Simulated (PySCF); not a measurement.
Molecule: C₄H₁₂Ge, SMILES C[C](C)([GeH3])C, singlet. Atoms near the plane z = 1.2 Å, at the GFN2-xTB optimised geometry (x, y, z in Å): Ge1 (-1.5, 0.1, 0.0), C2 (0.5, 0.1, 0.0), C3 (1.0, 0.9, 1.2), C5 (1.0, -1.3, 0.1), H6 (-2.1, 1.5, 0.0), H8 (-2.1, -0.6, 1.2), H9 (2.1, 0.9, 1.2), H10 (0.6, 1.9, 1.2), H11 (0.6, 0.4, 2.1), H16 (0.6, -1.8, 1.0), H17 (2.1, -1.4, 0.0).

Computed with B3LYP/def2-SVP in PySCF 2.14.0. Cells within 0.4 Å of a nucleus heavier than hydrogen are left out (blank, or x). The values are rescaled to run from 0 to 1.

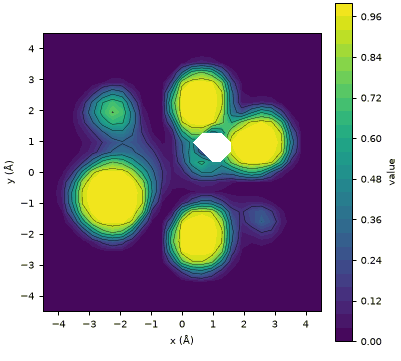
Figure. a field on the plane z = 1.2 Å.

Question: Which quantity is mapped?
A) electron localisation function
B) Laplacian of the electron density
C) deformation density (molecule minus spherical neutral atoms)
D) log10 of the electron density

Answer: A, electron localisation function
